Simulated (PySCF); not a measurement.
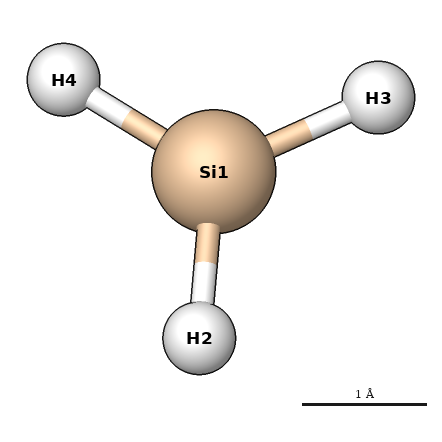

Numbered structure. State: charge +1, singlet. The geometry was computed by an optimisation with PBE0-D3(BJ)/def2-SVP. No frequency run is at hand to confirm it as a minimum.

List the bonds and their lengths.

```csv
bond,length (Å),order
Si1–H2,1.479,single
Si1–H3,1.479,single
Si1–H4,1.479,single
```
